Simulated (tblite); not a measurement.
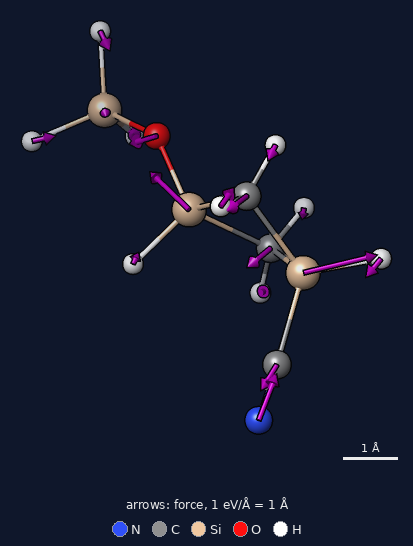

Starting geometry of C$_{3}$H$_{9}$NOSi$_{3}$ with the computed forces as purple arrows. Style: ball-and-stick. Shown from a free direction.

Method: GFN2-xTB geometry optimisation, gas phase in tblite. 

Q: What follows when this structure is relaxed?

A: It isn't relaxed: the largest force vector, on a Si atom, is 1.46 eV/Å. The final displacements have little in common with the starting forces (cosine between the two patterns 0.19). Over 210 geometry steps the energy falls by 0.399 eV. The N atom moves most after the best rigid fit: 2.40 Å. Largest moves by element: N 2.40 Å, H 2.28 Å, C 1.51 Å, Si 0.90 Å, O 0.85 Å. Near-neighbour distances that change, for instance: O–Si 1.662 → 1.621 Å, C–Si 1.886 → 1.920 Å, H–Si 1.488 → 1.459 Å, O–Si 1.643 → 1.623 Å. Among the angles between lasting bonds that change: Si–O–Si 139.7° → 151.7°, C–Si–H 112.1° → 120.9°, O–Si–H 112.0° → 103.6°. Groups turn about O–Si by about 145°, O–Si by about 120°, C–Si by about 45°. Cost: 2.4 s on 1 thread of Intel(R) Xeon(R) Platinum 8559C (shared host).
